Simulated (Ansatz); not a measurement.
Al4O (space group P4/mmm, No. 123): coordinates from a relaxation with Ansatz 0.2.0, DFT PBE, scalar-relativistic, plane waves, PAW; the starting structure was generated, so it need not be a known form of this composition.

```cif
data_structure
_symmetry_space_group_name_H-M 'P4/mmm'
_symmetry_Int_Tables_number 123
_cell_length_a 3.7854
_cell_length_b 3.7854
_cell_length_c 5.9251
_cell_angle_alpha 90.000
_cell_angle_beta 90.000
_cell_angle_gamma 90.000
_cell_volume 84.90
loop_
_atom_site_label
_atom_site_type_symbol
_atom_site_symmetry_multiplicity
_atom_site_Wyckoff_symbol
_atom_site_fract_x
_atom_site_fract_y
_atom_site_fract_z
_atom_site_occupancy
Al1 Al 4 i 0.50000 0.00000 0.27052 1
O1 O 1 a 0.00000 0.00000 0.00000 1
```

Bonds are taken as Al–O below 2.8 Å; no other contact counts. The graph is simplified in the usual way: terminal and isolated atoms are pruned, two-connected atoms become edges. Two bridges between the same pair of nodes count as one edge.

Derive the underlying net.

The result is a uninodal 4-connected, two-periodic (layers) net: O is a 4-connected node. Al becomes part of the edges. It is the sql net, known from the square lattice. The layers lie parallel to (001).

```
node  links  point symbol  coordination sequence
   O      4       4^4.6^2              4 8 12 16
```

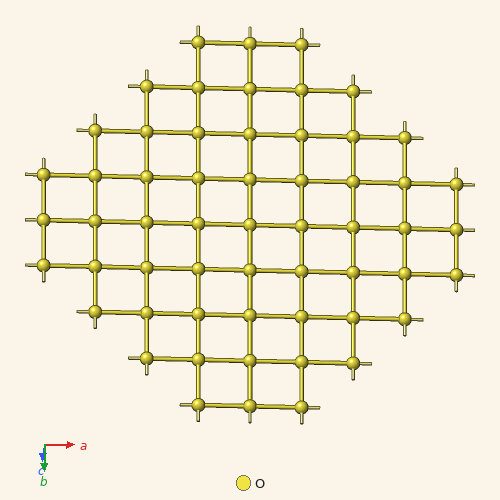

Nodes are coloured by topological kind. One layer is drawn. Edges to nodes outside the piece are drawn as stubs.
